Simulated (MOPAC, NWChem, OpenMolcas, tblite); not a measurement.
[AlF4]− (fluoroaluminate): the HOMO–LUMO gap, rung by rung

[AlF4]− has 5 atoms, charge -1, and is taken as a singlet. As SMILES, `[F][Al-]([F])([F])[F]`. Geometry: relaxed at PBE0-D4/def2-TZVPD.

Quantity: the HOMO–LUMO gap, in eV. The values are calculated.

```csv
level,kind,program,value (eV),CPU time
GFN1-xTB,semi-empirical,tblite,6.13,under 2 s
PM7,semi-empirical,MOPAC,17.40,under 2 s
HF/6-311+G**,Hartree–Fock,OpenMolcas,15.89,33 s
SVWN5/6-311+G**,LDA,OpenMolcas,7.25,49 s
BLYP/6-311+G**,GGA,OpenMolcas,6.89,63 s
M06-L/6-311+G**,meta-GGA,OpenMolcas,7.56,78 s
B3LYP/6-311+G**,global hybrid,NWChem,9.01,18 s
PBE0/6-311+G**,global hybrid,NWChem,9.56,19 s
B2PLYP/6-311+G**,double hybrid,OpenMolcas,12.05,50 s
```

The values span 6.13 to 17.40 eV. Orbital gaps aren't excitation energies, and those of double hybrids come from the SCF part alone; they tend to grow with the share of exact exchange. Times are those of the runs behind each value, whatever else they computed, on shared processors of several kinds: orders of magnitude only.

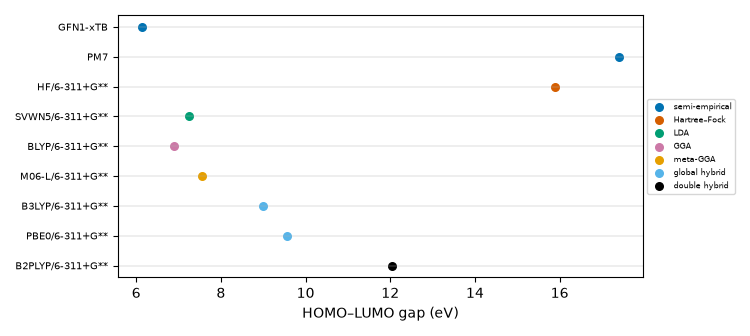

The values of the table, level by level.
